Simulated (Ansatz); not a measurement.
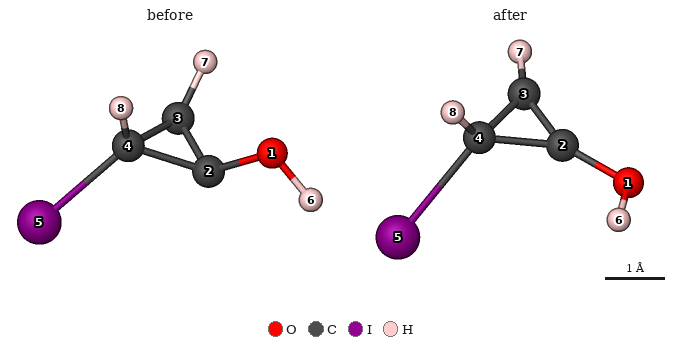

The structure of C₃H₃IO before (left) and after (right) a relaxation, at one scale.

The picture is a ball-and-stick view, seen at a tilt.

The run prepares an end point of a later path (hydrogen shift) calculation, from a guessed geometry.

The calculation used Ansatz, UKS PBE/def2-SVP.

Input
```yaml
crystal:
  periodic: [false, false, false]
  atoms:
    - { symbol: O, position_ang: [-0.0204, 1.3893, 0.8955] }
    - { symbol: C, position_ang: [-0.2806, 0.513, -0.1083] }
    - { symbol: C, position_ang: [-0.7692, -0.6983, 0.1729] }
    - { symbol: C, position_ang: [0.6121, -0.6136, -0.4585] }
    - { symbol: I, position_ang: [0.6293, -1.1482, -2.4727] }
    - { symbol: H, position_ang: [-0.5101, 2.2657, 0.5837] }
    - { symbol: H, position_ang: [-1.021, -0.9823, 1.1831] }
    - { symbol: H, position_ang: [1.4522, -0.7828, 0.1486] }
magnetization:
  spin_polarized: true
basis:
  gaussian: { orbitals: def2-SVP }
hamiltonian:
  xc: pbe
relax:
  f_tol: 0.02
  max_steps: 50
```

Command:
```bash
ansatz run input.yaml --threads 2 --pin off --max-ram 3072MiB --backend cpu --events-out ev --progress --plain --runs-dir out
```

### What changed between the two?

After 14 geometry steps the energy has fallen by 50.0 kcal/mol. Largest force component: 4.4 eV/Å at the start, 0.0051 eV/Å at the end. H6 moves most after the best rigid fit: 0.82 Å. By element the largest moves are H 0.82 Å, O 0.71 Å, C 0.51 Å, I 0.41 Å. Near-neighbour distances that change, for instance: C4–I5 2.084 → 2.271 Å, O1–H6 1.051 → 0.979 Å, C4–H8 1.050 → 1.106 Å, C3–C4 1.521 → 1.485 Å. Among the angles between lasting bonds that change: C2–C3–H7 121.4° → 152.8°, O1–C2–C3 120.0° → 148.8°, O1–C2–C4 123.4° → 146.7°.
